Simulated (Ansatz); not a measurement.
## La2InCu2 (space group P4/mbm), energy against volume

La2InCu2 (space group P4/mbm)

```
CELL_PARAMETERS angstrom
      7.70412     0.00000     0.00000
      0.00000     7.70412     0.00000
      0.00000     0.00000     3.91475
ATOMIC_POSITIONS crystal
  La 0.17745 0.67745 0.50000
  La 0.82255 0.32255 0.50000
  La 0.32255 0.17745 0.50000
  La 0.67745 0.82255 0.50000
  In 0.50000 0.50000 0.00000
  In 0.00000 0.00000 0.00000
  Cu 0.88284 0.61716 0.00000
  Cu 0.11716 0.38284 0.00000
  Cu 0.38284 0.88284 0.00000
  Cu 0.61716 0.11716 0.00000
```

E(V) scan at fixed shape, V₀ the volume above. The atoms relax within the cell's symmetry.

Calculation: PBEsol (plane waves to 420 eV, PAW, scalar-relativistic; Ansatz, a first-principles code). k mesh 6×6×12 (Γ-centred), Fermi-Dirac smearing 0.05 eV. The energy includes the smearing's −TS. With the shape held, the modulus is that of even scaling; a crystal free to change shape is softer. La2InCu2 is run without spin polarisation. La2InCu2 was relaxed with its symmetry unable to fall. The zero of ΔE is the relaxed starting cell.

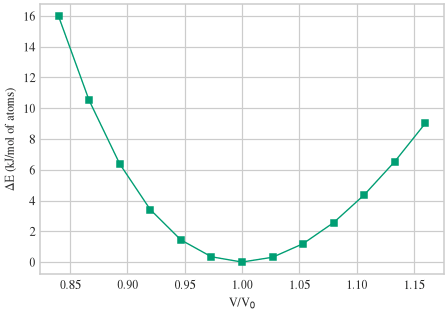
Figure: ΔE (kJ/mol of atoms) against V/V₀; one marker a computed point.

The pressure derivative B₀′ (fit) is 4.3, the pressure for 5 % compression (fit) is 3.8 GPa and the energy cost of the largest compression is 166 meV/atom. The energy cost of the largest expansion is 93 meV/atom. The bulk modulus at fixed cell shape B₀ (third-order Birch-Murnaghan fit) is 65.5 GPa.

P = (3B₀/2)(x⁷ − x⁵)[1 + ¾(B₀′ − 4)(x² − 1)] with x = (1/0.95)^(1/3), B₀ = 65.5 GPa and B₀′ = 4.29.

(A scan under strain: stresses follow from slopes of the energy per volume, elastic moduli from its curvatures.)
